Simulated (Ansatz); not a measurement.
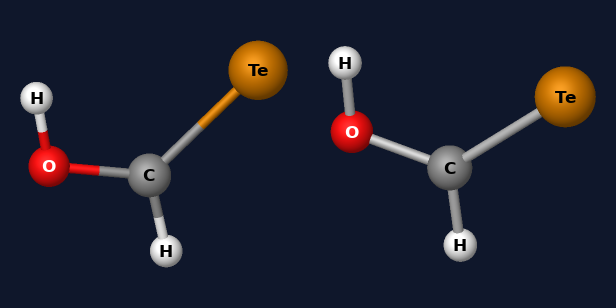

The same structure drawn twice, from different directions.

Computed geometry: PBE0-D4/def2-TZVP optimisation. No frequency run is at hand to confirm it as a minimum.

Give the formula.

Answer. CH₂OTe, 5 atoms: 1 carbon, 2 hydrogen, 1 oxygen and 1 tellurium.

How many bonds of each kind are drawn?

Answer. 1 C–O, 1 C–H, 1 C–Te, 1 O–H. Sticks follow a distance rule.

The parts below concern this one geometry. Atoms keep their numbers from picture to picture.

Symmetry

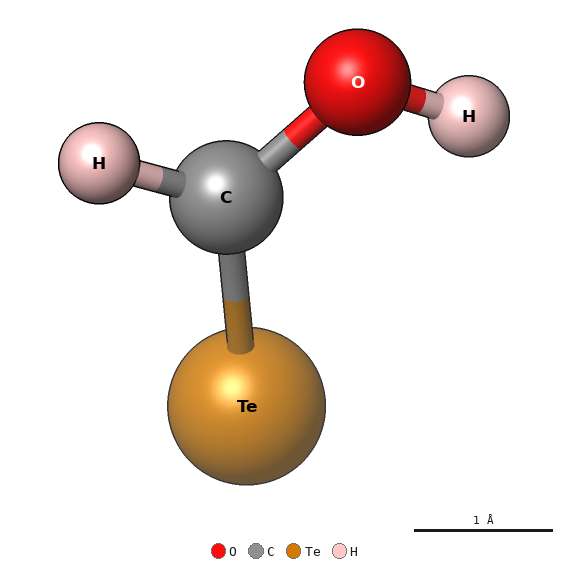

Depth is shown by fading: the farther an atom, the more it takes the colour of the background. No frequency run is at hand to confirm it as a minimum. Masses are those of the most abundant isotopes; constants are for the rigid equilibrium geometry.

Classify the rotor and give the rotational constants (GHz).

Answer. An asymmetric top (Cs): A = 60.0, B = 3.18, C = 3.02 GHz. Ray's parameter κ is −0.99, close to the prolate limit.

Electronic properties

No frequency run is at hand to confirm it as a minimum. Level of theory: RKS PBE0-D4/def2-TZVPP, core potentials on Te (Ansatz 0.2.0).

Give the LUMO energy (Kohn–Sham orbital) at this level.

Answer. −2.26 eV.

Give the HOMO energy (Kohn–Sham orbital) at this level.

Answer. −6.16 eV.

Dipole moment

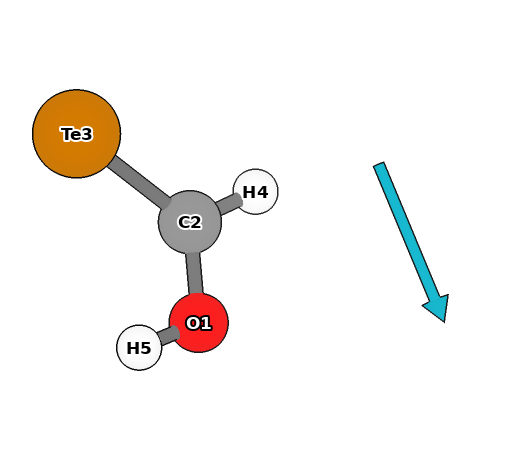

The arrow beside the molecule shows the direction of the dipole moment, from the negative to the positive end (its length means nothing). No frequency run is at hand to confirm it as a minimum. Properties computed with RKS PBE0-D4/def2-TZVP, core potentials on Te (Ansatz 0.2.0).

Estimate the dipole moment.

Answer. 1.51 D; it points from the side of Te3 to the side of O1, H5 (the outermost atoms at the two ends).

Charges

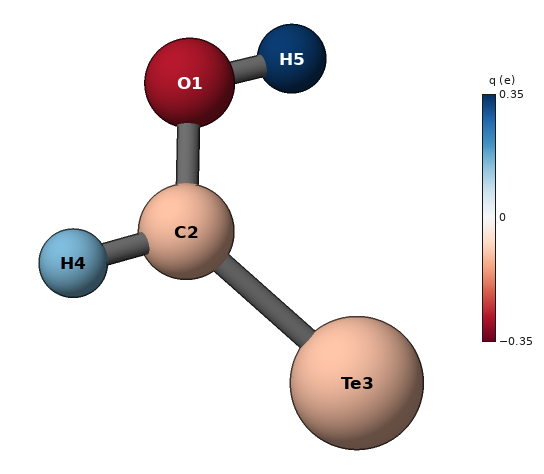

Atoms are coloured by their Mulliken charges. No frequency run is at hand to confirm it as a minimum. Properties computed with RKS PBE0-D4/def2-TZVP, core potentials on Te (Ansatz 0.2.0).

Which atom carries the highest charge (most positive or least negative)?

Answer. H5 (0.33 e).

And the lowest?

Answer. O1 (−0.28 e).

List the Mulliken charges.

```csv
atom,value (e)
O1,−0.28
C2,−0.11
Te3,−0.11
H4,0.16
H5,0.33
```

Mulliken values depend strongly on the basis set and can even reverse the polarity of a bond.
